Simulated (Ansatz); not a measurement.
# CH4F2Ge: basis-set convergence

Aim: see how fast density functionals converge with the basis set for CH4F2Ge.

The runs use Ansatz 0.2.0, Gaussian basis; one geometry, several basis sets.

Plan: PBE0-D4/def2-SVP; ωB97M-V/def2-SVP; PBE0-D4/def2-QZVPP; ωB97M-V/def2-QZVPP; the functionals' def2-TZVPP values are taken from earlier runs.

### 1 Structure used throughout

All runs share one geometry, relaxed beforehand with PBE0-D4 in a triple-zeta def2 set.

SMILES `F[CH](F)[GeH3]`, 8 atoms, charge 0, spin multiplicity 1.

Atoms are counted from 1 here; the program's logs count them from 0.

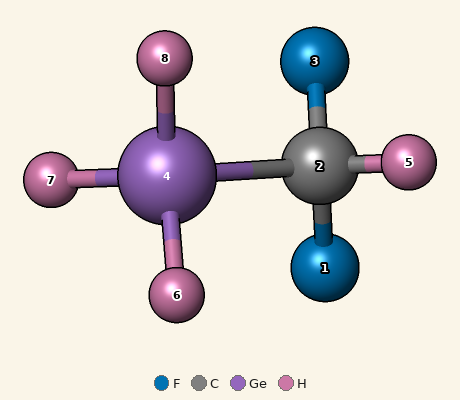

The structure; fluorine blue, carbon grey, germanium purple, hydrogen pink; atoms are numbered from 1 in the order of the file.

### 2 PBE0-D4 in def2-SVP

in.yaml

```yaml
crystal:
  periodic: [false, false, false]
  atoms:
    - {symbol: F, position_ang: [1.021985, -0.768277, 1.461922]}
    - {symbol: C, position_ang: [0.963892, -0.038882, 0.312789]}
    - {symbol: F, position_ang: [1.723014, -0.682577, -0.617416]}
    - {symbol: Ge, position_ang: [-0.925474, 0.098066, -0.318512]}
    - {symbol: H, position_ang: [1.438844, 0.928018, 0.512773]}
    - {symbol: H, position_ang: [-1.740860, 0.816142, 0.764614]}
    - {symbol: H, position_ang: [-1.451869, -1.321067, -0.552584]}
    - {symbol: H, position_ang: [-0.937432, 0.911376, -1.619286]}
basis:
  gaussian: {orbitals: def2-SVP}
hamiltonian: {xc: pbe0, dispersion: d4}
output: {orbitals: {seedname: orbitals}}
```

On the command line:

```bash
ansatz run in.yaml --threads 2 --pin off --events-out ev --progress --plain --max-ram 4352MiB
```

Log:

```text
Functional definition: PBE0
  name "PBE0"
  cite "Adamo & Barone, J. Chem. Phys. 110, 6158 (1999) doi:10.1063/1.478522"
  cite "Perdew, Burke & Ernzerhof, Phys. Rev. Lett. 77, 3865 (1996) doi:10.1103/PhysRevLett.77.3865"
  parent pbe
  parameter a = 0.25
  parameter kappa = 0.804
  parameter beta = 0.06672455060314922
  exchange = (1 - a)*pbe_x(kappa = kappa, mu = beta*pi^2/3) + a*exact_x
  correlation = pbe_c(beta = beta)
925 factors; integrals over basis functions are off by at most 1.5e-3 eV
mean field evaluation 1: about -63026.6351 eV, gradient 2.7e1 eV
mean field evaluation 2: about -63026.4571 eV, gradient 3.0e1 eV
mean field evaluation 4: about -63027.6717 eV, gradient 1.2e0 eV
mean field evaluation 8: about -63027.7728 eV, gradient 4.7e-2 eV
mean field evaluation 16: about -63027.7728 eV, gradient 2.6e-5 eV
mean field -63027.77279151 eV, -2316.2279283291 hartree, gradient 2.6e-5 eV, S^2 0.000000; 0 other end points of the search recorded, 0 dependent functions left out
reference -63027.77281347 eV, -2316.2279291360 hartree; 30, 30 occupied and 64, 64 virtual orbitals, 925 factors
Total energy: -63027.87501071 eV, -2316.2316848155 hartree
```

It took 1.6 s on 2 threads of Arm Neoverse V1, shared host.

### 3 ωB97M-V in def2-SVP

in.yaml: that of step 2 with these lines changed.

```diff
@@ -13,3 +13,3 @@
   gaussian: {orbitals: def2-SVP}
-hamiltonian: {xc: pbe0, dispersion: d4}
+hamiltonian: {xc: {name: wB97M-V}}
 output: {orbitals: {seedname: orbitals}}
```

Same command.

Log, shortened:

```text
Functional definition: wB97M-V
  name "wB97M-V"
  cite "Mardirossian & Head-Gordon, J. Chem. Phys. 144, 214110 (2016) doi:10.1063/1.4952647"
  cite "Becke, J. Chem. Phys. 107, 8554 (1997) doi:10.1063/1.475007"
  cite "Vydrov & Van Voorhis, J. Chem. Phys. 133, 244103 (2010) doi:10.1063/1.3521275"
  # Of w^i u^j: cxij and so on, Table III.
[...]
  gx(w, u) = 1 - cx + cx01*u + cx10*w
  gss(w, u) = css00 + css04*u^4 + css10*w + css20*w^2 + css43*w^4*u^3
  gos(w, u) = cos00 + cos10*w + (cos20 + cos21*u)*w^2 + (cos60 + cos61*u)*w^6
[...]
      + integral(e_c_pw_mod_opposite_spin*gos(b97_w_opposite, b97_u_opposite)) + vv10(b, c)
925 factors; integrals over basis functions are off by at most 1.5e-3 eV
234 factors; integrals over basis functions are off by at most 4.8e-6 eV
[...]
mean field -63036.02218830 eV, -2316.5310880694 hartree, gradient 5.9e-5 eV, S^2 0.000000; 0 other end points of the search recorded, 0 dependent functions left out
reference -63036.02222335 eV, -2316.5310893578 hartree; 30, 30 occupied and 64, 64 virtual orbitals, 925 factors
Total energy: -63036.02222335 eV, -2316.5310893578 hartree
```

It took 7 s on 2 threads of Arm Neoverse V1, shared host; peak memory 0.27 GiB.

### 4 PBE0-D4 in def2-QZVPP

in.yaml: that of step 3 with these lines changed.

```diff
@@ -12,4 +12,4 @@
 basis:
-  gaussian: {orbitals: def2-SVP}
-hamiltonian: {xc: {name: wB97M-V}}
+  gaussian: {orbitals: "def2-QZVPP.json"}
+hamiltonian: {xc: pbe0, dispersion: d4}
 output: {orbitals: {seedname: orbitals}}
```

Launched as before.

Log:

```text
Functional definition: PBE0
  name "PBE0"
  cite "Adamo & Barone, J. Chem. Phys. 110, 6158 (1999) doi:10.1063/1.478522"
  cite "Perdew, Burke & Ernzerhof, Phys. Rev. Lett. 77, 3865 (1996) doi:10.1103/PhysRevLett.77.3865"
  parent pbe
  parameter a = 0.25
  parameter kappa = 0.804
  parameter beta = 0.06672455060314922
  exchange = (1 - a)*pbe_x(kappa = kappa, mu = beta*pi^2/3) + a*exact_x
  correlation = pbe_c(beta = beta)
1353 factors; their error is unknown
mean field evaluation 1: about -63042.7826 eV, gradient 3.3e1 eV
mean field evaluation 2: about -63042.4186 eV, gradient 3.9e1 eV
mean field evaluation 4: about -63044.2368 eV, gradient 1.8e0 eV
mean field evaluation 8: about -63044.2384 eV, gradient 2.8e-2 eV
mean field evaluation 16: about -63044.3809 eV, gradient 9.3e-5 eV
mean field -63044.38091191 eV, -2316.8382654965 hartree, gradient 4.2e-5 eV, S^2 0.000000; 0 other end points of the search recorded, 0 dependent functions left out
reference -63044.38094605 eV, -2316.8382667512 hartree; 30, 30 occupied and 350, 350 virtual orbitals, 1353 factors
Total energy: -63044.48314330 eV, -2316.8420224306 hartree
```

It took 10 s on 2 threads of Arm Neoverse V1, shared host; peak memory 1.1 GiB.

### 5 ωB97M-V in def2-QZVPP

in.yaml: that of step 4 with these lines changed.

```diff
@@ -13,3 +13,3 @@
   gaussian: {orbitals: "def2-QZVPP.json"}
-hamiltonian: {xc: pbe0, dispersion: d4}
+hamiltonian: {xc: {name: wB97M-V}}
 output: {orbitals: {seedname: orbitals}}
```

Launched as before.

Log, shortened:

```text
Functional definition: wB97M-V
  name "wB97M-V"
  cite "Mardirossian & Head-Gordon, J. Chem. Phys. 144, 214110 (2016) doi:10.1063/1.4952647"
  cite "Becke, J. Chem. Phys. 107, 8554 (1997) doi:10.1063/1.475007"
  cite "Vydrov & Van Voorhis, J. Chem. Phys. 133, 244103 (2010) doi:10.1063/1.3521275"
  # Of w^i u^j: cxij and so on, Table III.
[...]
  gx(w, u) = 1 - cx + cx01*u + cx10*w
  gss(w, u) = css00 + css04*u^4 + css10*w + css20*w^2 + css43*w^4*u^3
  gos(w, u) = cos00 + cos10*w + (cos20 + cos21*u)*w^2 + (cos60 + cos61*u)*w^6
[...]
      + integral(e_c_pw_mod_opposite_spin*gos(b97_w_opposite, b97_u_opposite)) + vv10(b, c)
1341 factors; their error is unknown
279 factors; integrals over basis functions are off by at most 6.8e-6 eV
[...]
mean field -63052.77368819 eV, -2317.1466943360 hartree, gradient 4.9e-5 eV, S^2 0.000000; 0 other end points of the search recorded, 0 dependent functions left out
reference -63052.77374282 eV, -2317.1466963436 hartree; 30, 30 occupied and 350, 350 virtual orbitals, 1341 factors
Total energy: -63052.77374282 eV, -2317.1466963436 hartree
```

Wall time 23 s (2 threads of Arm Neoverse V1, shared host); peak memory 1.2 GiB.

### 6 Functionals by basis

The def2-TZVPP values come from earlier runs at the same geometry.

```
functional       basis  functions  energy (eV)  from the largest (eV)  HOMO (eV)  LUMO (eV)
   PBE0-D4    def2-SVP         94  -63027.8750                 16.608      -8.40       0.82
   PBE0-D4  def2-TZVPP        197  -63042.9153                  1.568      -8.52       0.64
   PBE0-D4  def2-QZVPP        380  -63044.4831                  0.000      -8.56       0.28
   ωB97M-V    def2-SVP         94  -63036.0222                 16.752     -10.65       2.63
   ωB97M-V  def2-TZVPP        197  -63051.2441                  1.530     -10.79       2.34
   ωB97M-V  def2-QZVPP        380  -63052.7737                  0.000     -10.83       1.63
```

### 7 Outcome

| quantity | value |
| --- | --- |
| PBE0-D4: double and triple zeta above quadruple | 16.61, 1.57 eV |
| ωB97M-V: double and triple zeta above quadruple | 16.75, 1.53 eV |

For PBE0-D4 the step from double to triple zeta gains 15.04 eV and the next only 1.57 eV. These are total energies; as a rule much of such shifts cancels in differences, which this series doesn't test. The LUMO of ωB97M-V is positive and keeps falling with the basis (2.63 to 1.63 eV): an unbound level that the basis holds in place.

For PBE0-D4 the largest set took about 6 times as long as the smallest (10 s against 1.6 s).
